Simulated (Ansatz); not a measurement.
# CH9GePSi: up Jacob's ladder to CCSD(T)

How much do the methods differ for CH9GePSi? The plan is to run it at one geometry with functionals of several rungs and with coupled cluster. The yardstick is the atomisation energy at the CCSD(T) limit.

Program: Ansatz 0.2.0, Gaussian basis. Level of theory: functionals in def2-TZVPP, the program's frozen cores in correlated methods. These are calculated values, not measurements.

Levels to be run: PBE-D4, r2SCAN-D4, PBE0-D4, B3LYP-D4, ωB97X-V, ωB97M-V, B2PLYP; CCSD(T)/def2-TZVPP; MP2/def2-QZVPP; extrapolation to the limit.

## 1. The geometry

All runs share one geometry, relaxed beforehand with PBE0-D4 in a triple-zeta def2 set.

SMILES `C[SiH2][GeH2][PH2]`, 13 atoms, charge 0, spin multiplicity 1.

Atoms are counted from 1 here; the program's logs count them from 0.

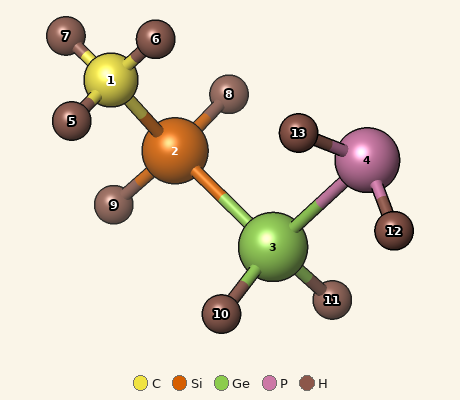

The structure; carbon yellow, silicon orange, germanium green, phosphorus pink, hydrogen brown; atoms are numbered from 1 in the order of the file.

## 2. PBE-D4 (GGA)

in.yaml

```yaml
crystal:
  periodic: [false, false, false]
  atoms:
    - {symbol: C, position_ang: [-1.805877, 0.097046, 0.885309]}
    - {symbol: Si, position_ang: [-0.497278, -1.204569, 0.554914]}
    - {symbol: Ge, position_ang: [1.516820, -0.189368, -0.208055]}
    - {symbol: P, position_ang: [1.031180, 1.028939, -2.134516]}
    - {symbol: H, position_ang: [-1.467708, 0.803930, 1.646079]}
    - {symbol: H, position_ang: [-2.032208, 0.658261, -0.024006]}
    - {symbol: H, position_ang: [-2.730616, -0.365790, 1.237054]}
    - {symbol: H, position_ang: [-0.963719, -2.154226, -0.493010]}
    - {symbol: H, position_ang: [-0.215972, -1.987141, 1.790786]}
    - {symbol: H, position_ang: [2.139903, 0.708580, 0.880891]}
    - {symbol: H, position_ang: [2.566375, -1.245554, -0.603349]}
    - {symbol: H, position_ang: [2.213827, 1.814004, -2.081873]}
    - {symbol: H, position_ang: [0.265776, 2.001387, -1.435325]}
basis:
  gaussian: {orbitals: def2-TZVPP}
hamiltonian: {xc: pbe, dispersion: d4}
output: {forces: true, orbitals: {seedname: orbitals}}
```

On the command line:

```bash
$ ansatz run in.yaml --threads 4 --pin off --events-out ev --progress --plain --max-ram 10444MiB
```

After this run come: r2SCAN-D4 (meta-GGA); PBE0-D4 (hybrid); B3LYP-D4 (hybrid); ωB97X-V (range-separated); ωB97M-V (range-separated); B2PLYP (double hybrid); CCSD(T) in def2-TZVPP; MP2 in def2-QZVPP.

Q: Predict the results of all the runs planned. Wanted: atomisation energy, CCSD(T)/CBS; farthest; mean size of error, hybrid; mean size of error, range-separated; gap, smallest and largest; T1 diagnostic; triples share of the correlation energy.

The runs gave:

| quantity | value |
| --- | --- |
| atomisation energy, CCSD(T)/CBS | 41.284 eV |
| functionals within 0.413 eV (1.0 %) | PBE-D4, r2SCAN-D4, PBE0-D4, B3LYP-D4, ωB97X-V, ωB97M-V |
| farthest | B2PLYP (-0.668 eV) |
| mean size of error, hybrid | 0.163 eV |
| mean size of error, range-separated | 0.182 eV |
| gap, smallest and largest | 5.40 eV (PBE-D4), 11.46 eV (ωB97X-V) |
| T1 diagnostic | 0.0119 |
| triples share of the correlation energy | 3.7 % |

In words: PBE-D4 is off by -0.128 eV. Double hybrids carry the basis error of their MP2 part in triple zeta, and no dispersion term here, so their miss is partly the set-up's. Misses under about 0.413 eV are within the doubt on the reference itself, which lacks core-valence correlation, relativity and higher excitations, and its outer-core shells are covered unevenly. Hartree-Fock recovers 74 % of the binding; the rest is correlation. The gap grows from 5.4 to 11.5 eV across the functionals, mostly with the share of exact exchange. Correlated methods include outer-core shells of Ge, which these sets cover unevenly.
